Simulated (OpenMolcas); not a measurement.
**Run report: Ni³⁺ complex, multiconfigurational calculation (part 2 of 2)**

The same run, continued: Ni³⁺ with 6 ligands (O; octahedron, 2.024 Å), embedded in MgO by model potentials and point charges, whose field is part of the energies. Method: state-averaged CASSCF, active space 7 electrons in the shell 3d, basis ANO-RCC-VDZP on the metal and ANO-RCC-VDZP on the ligands, DKH2 scalar Hamiltonian, spin-orbit coupling by RASSI with atomic mean-field integrals (OpenMolcas).

**Output (extracts), continued**
```
--- RASSI ---
SPIN-FREE ENERGIES:
  (Shifted by EMIN (a.u.) =      -1978.1918622013)

 SF State       Relative EMIN(au)   Rel lowest level(eV)    D:o, cm**(-1)

     1             0.0000000000        0.0000000000              0.0000
     2             0.0000000000        0.0000000000              0.0000
     3             0.0000000000        0.0000000000              0.0000
    11             0.0431883538        1.1752149765           9478.7480
    12             0.0431883538        1.1752149765           9478.7480
     6             0.0480011284        1.3061772451          10535.0300
     4             0.0480011284        1.3061772451          10535.0300
     5             0.0480011284        1.3061772451          10535.0300
    13             0.0833697661        2.2686069073          18297.5487
    14             0.0833697661        2.2686069073          18297.5487
    15             0.0833697661        2.2686069073          18297.5487
    16             0.0858364375        2.3357284536          18838.9205
    17             0.0858364375        2.3357284536          18838.9205
    18             0.0858364375        2.3357284536          18838.9205
     7             0.1072250514        2.9177422902          23533.1786
    19             0.1092618671        2.9731668676          23980.2080
    20             0.1092618671        2.9731668676          23980.2080
    21             0.1092618671        2.9731668676          23980.2080
     8             0.1215864914        3.3085369798          26685.1504
     9             0.1215864914        3.3085369798          26685.1504
    10             0.1215864914        3.3085369798          26685.1504
    22             0.1336208504        3.6360085699          29326.3869
    23             0.1341606970        3.6506985441          29444.8695
    24             0.1341606970        3.6506985441          29444.8695
    25             0.1341606970        3.6506985441          29444.8695
    26             0.1514477301        4.1211026790          33238.9347
    27             0.1514477301        4.1211026790          33238.9347
    28             0.1514477301        4.1211026790          33238.9347
    29             0.1635786643        4.4512022149          35901.3670
    30             0.1635786643        4.4512022149          35901.3670
    31             0.1812112034        4.9310080484          39771.2621
    32             0.1812112034        4.9310080484          39771.2621
    33             0.1812112034        4.9310080484          39771.2621
    34             0.1867221634        5.0809689098          40980.7780
    35             0.1867221634        5.0809689098          40980.7780
    36             0.1867221634        5.0809689098          40980.7780
    37             0.2033610465        5.5337359834          44632.5907
    38             0.2033610465        5.5337359834          44632.5907
    39             0.2089153649        5.6848766879          45851.6227
    40             0.2089153649        5.6848766879          45851.6227
Eigenvalues of complex Hamiltonian:
   -----------------------------------
  (Shifted by EMIN (a.u.) =      -1978.1918622013)

 SO State       Relative EMIN(au)   Rel lowest level(eV)    D:o, cm**(-1)

     1            -0.0040337100        0.0000000000              0.0000
     2            -0.0040337100        0.0000000000              0.0000
     3            -0.0019119028        0.0577373153            465.6829
     4            -0.0019119028        0.0577373153            465.6829
     5            -0.0019119028        0.0577373152            465.6829
     6            -0.0019119028        0.0577373152            465.6829
     7             0.0014986378        0.1505428534           1214.2100
     8             0.0014986378        0.1505428534           1214.2100
     9             0.0014986378        0.1505428535           1214.2100
    10             0.0014986378        0.1505428535           1214.2100
    11             0.0021315066        0.1677640915           1353.1087
    12             0.0021315066        0.1677640915           1353.1087
    13             0.0431365049        1.2835669378          10352.6655
    14             0.0431365049        1.2835669378          10352.6655
    15             0.0431365049        1.2835669378          10352.6655
    16             0.0431365049        1.2835669378          10352.6655
    17             0.0470913217        1.3911829841          11220.6475
    18             0.0470913217        1.3911829841          11220.6475
    19             0.0473411888        1.3979822154          11275.4870
    20             0.0473411888        1.3979822154          11275.4870
    21             0.0473411888        1.3979822154          11275.4870
    22             0.0473411888        1.3979822154          11275.4870
    23             0.0478898383        1.4129117282          11395.9016
    24             0.0478898383        1.4129117282          11395.9016
    25             0.0478898383        1.4129117283          11395.9016
    26             0.0478898383        1.4129117283          11395.9016
    27             0.0491680336        1.4476931946          11676.4331
    28             0.0491680336        1.4476931946          11676.4331
    29             0.0822899340        2.3489860194          18945.8499
    30             0.0822899340        2.3489860194          18945.8499
    31             0.0822899340        2.3489860207          18945.8500
    32             0.0822899340        2.3489860207          18945.8500
    33             0.0847084112        2.4147961358          19476.6443
    34             0.0847084112        2.4147961358          19476.6443
    35             0.0858397175        2.4455805493          19724.9374
    36             0.0858397175        2.4455805493          19724.9374
    37             0.0858397175        2.4455805503          19724.9374
    38             0.0858397175        2.4455805503          19724.9374
    39             0.0873372392        2.4863301917          20053.6054
    40             0.0873372392        2.4863301917          20053.6054
    41             0.1066867272        3.0128565818          24300.3271
Weights of the five most important spin-orbit-free states for each spin-orbit state.

 SO State  Total energy (au)           Spin-free states, spin, and weights
 -------------------------------------------------------------------------------------------------------
    1        -0.004034       2 1.5  0.3325    1 1.5  0.3325    3 1.5  0.3325   22 0.5  0.0008    4 1.5  0.0004
    2        -0.004034       1 1.5  0.3325    2 1.5  0.3325    3 1.5  0.3325   22 0.5  0.0008    6 1.5  0.0004
    3        -0.001912       3 1.5  0.5527    2 1.5  0.2988    1 1.5  0.1417    5 1.5  0.0017    4 1.5  0.0014
    4        -0.001912       3 1.5  0.5587    2 1.5  0.2270    1 1.5  0.2075    5 1.5  0.0017    4 1.5  0.0013
    5        -0.001912       1 1.5  0.4798    2 1.5  0.4177    3 1.5  0.0956    6 1.5  0.0016    4 1.5  0.0015
    6        -0.001912       1 1.5  0.4952    2 1.5  0.3807    3 1.5  0.1173    6 1.5  0.0016    4 1.5  0.0015
    7         0.001499       3 1.5  0.5628    1 1.5  0.2184    2 1.5  0.2030   11 0.5  0.0065    4 1.5  0.0034
    8         0.001499       3 1.5  0.5618    1 1.5  0.2204    2 1.5  0.2020   11 0.5  0.0064    4 1.5  0.0035
    9         0.001499       2 1.5  0.4540    1 1.5  0.4358    3 1.5  0.0944   12 0.5  0.0064    5 1.5  0.0042
   10         0.001499       2 1.5  0.4532    1 1.5  0.4376    3 1.5  0.0934   12 0.5  0.0065    5 1.5  0.0042
   11         0.002132       2 1.5  0.3327    1 1.5  0.3327    3 1.5  0.3327    4 1.5  0.0004    6 1.5  0.0004
   12         0.002132       1 1.5  0.3327    2 1.5  0.3327    3 1.5  0.3327    6 1.5  0.0004    4 1.5  0.0004
```

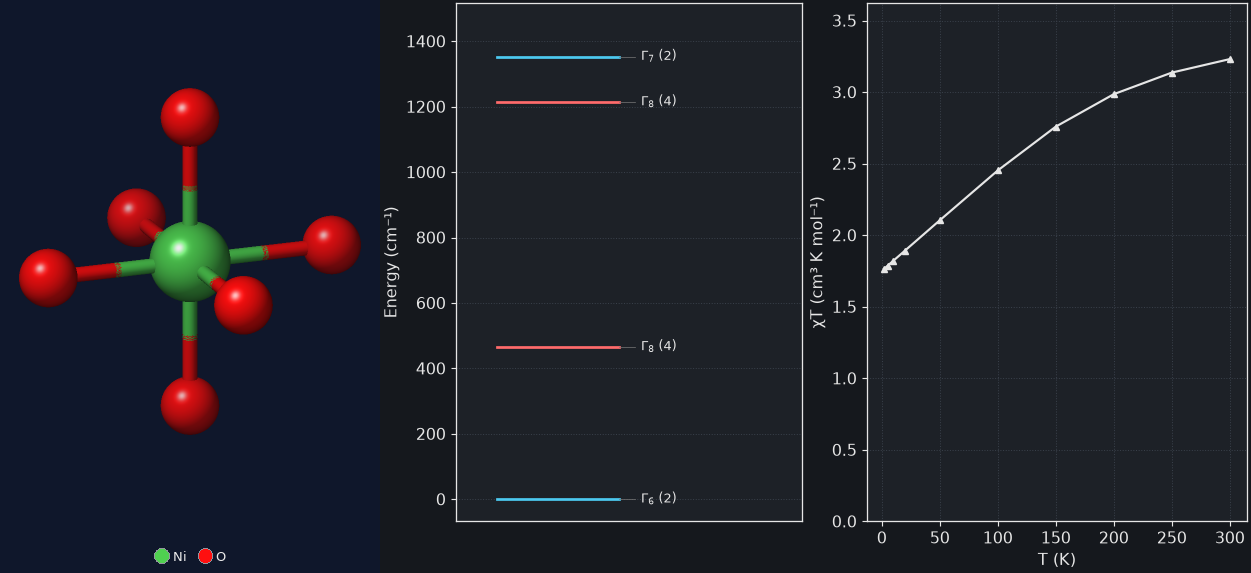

Fig. 1: Ni³⁺ (3d⁷) as a dopant in MgO, a cluster with its 6 nearest O²⁻ at 2.024 Å (octahedron) embedded in model potentials and point charges; the geometry was set, not optimised, and its levels and susceptibility. Labels give the representation in O, Td, D4 or D3 as the site allows (double group for half-integer spin) where it could be assigned and, in brackets, the degeneracy; spin-free states, where drawn, share the zero of the spin-orbit levels. Powder susceptibility by Van Vleck's formula. The ground level is Γ₆, a Kramers doublet, 100 % from states of spin multiplicity 4. Its principal g values are 4.32, 4.32 and 4.32, isotropic. The next level lies at 466 cm⁻¹ (Γ₈). χT is 1.77 cm³ K mol⁻¹ at 2 K and 3.23 at 300 K, an effective moment of 5.08 μB. The active orbitals hold 82 to 95 % metal character (Löwdin), and the Mulliken charge of the metal is +1.41.

**The input**
```
&GATEWAY
Basis set
Ni.ANO-RCC-VDZP.
Ni1 0.0 0.0 0.0 Angstrom
End of basis
Basis set
O.ANO-RCC-VDZP.
L1 2.024000 0.000000 0.000000 Angstrom
L2 0.000000 2.024000 0.000000 Angstrom
L3 0.000000 0.000000 2.024000 Angstrom
End of basis
Basis set
Mg.EMB-AIMP.Pascual.10s4p.1s1p.ECP.MgO.
PseudoCharge
* 3 symmetry-unique lattice sites within 7.6 angstrom
End of basis
Basis set
Mg.EMB-AIMP.Pascual.0s.0s.ECP.MgO.
PseudoCharge
* 40 symmetry-unique lattice sites within 7.6 angstrom
End of basis
Basis set
O.EMB-AIMP.Pascual.0s.0s.ECP.MgO.
PseudoCharge
* 55 symmetry-unique lattice sites within 7.6 angstrom
End of basis
Symmetry
XYZ
AngMom=0.0 0.0 0.0
AMFI
RICD
XField
997 Angstrom 0
* Evjen-weighted lattice charges
&SEWARD
&RASSCF
FileOrb=start.orb
Symmetry=1
Spin=4
nActEl=7 0 0
Inactive=18 21
Ras2=5 0
CIRoot=10 10 1
SDav=10
CIMx=300
Iter=150 100
PrWF=0.3
OrbListing=Nothing
MaxOrb=0
LevShft=1.0
>>> COPY $Project.JobIph JOB001
&RASSCF
FileOrb=start.orb
Symmetry=1
Spin=2
nActEl=7 0 0
Inactive=18 21
Ras2=5 0
CIRoot=40 40 1
SDav=40
CIMx=300
Iter=150 100
PrWF=0.3
OrbListing=Nothing
MaxOrb=0
LevShft=1.0
>>> COPY $Project.JobIph JOB002
&RASSI
NrOfJobIphs=2 10 40
1 2 3 4 5 6 7 8 9 10
1 2 3 4 5 6 7 8 9 10 11 12 13 14 15 16 17 18 19 20 21 22 23 24 25 26 27
28 29 30 31 32 33 34 35 36 37 38 39 40
IphNames
JOB001
JOB002
EJob
SpinOrbit
DIPRint=1.0
SOCoupling=1000.0
Subsets=2
Property=9
'ANGMOM' 1 'ANGMOM' 2 'ANGMOM' 3 'MLTPL  1' 1 'MLTPL  1' 2 'MLTPL  1' 3
'AMFI' 1 'AMFI' 2 'AMFI' 3
SOProperty=3
'ANGMOM' 1 'ANGMOM' 2 'ANGMOM' 3
```

The file start.orb holds starting orbitals from an earlier step. A driver script formed the levels outside the program, from RASSI's spin-orbit matrix and the active-space energies, averaged over the components of each term or state.

Run as:
```bash
OMP_NUM_THREADS=1 MOLCAS_MEM=2457 MOLCAS_PROJECT=a pymolcas a.inp > a.log  # once for each step of the input, in one work folder
```

**Summary**

- outcome: converged
- energy of the lowest spin-free term: −1978.19186 hartree
- energy of the lowest spin-orbit level: −1978.19590 hartree
- largest spread among components of a term: 0.0 cm⁻¹
- hardware: 1 thread of Arm Neoverse V1, 24 GiB of memory available, shared host
- wall time: 28 s
- peak memory: 0.18 GiB

**Notes**

Without dynamic correlation the splittings between terms come out too large, often by 20 to 50 %. To bear in mind: small active space favours high spin, ground spin may be wrong; the geometry is set by hand, with no relaxation.
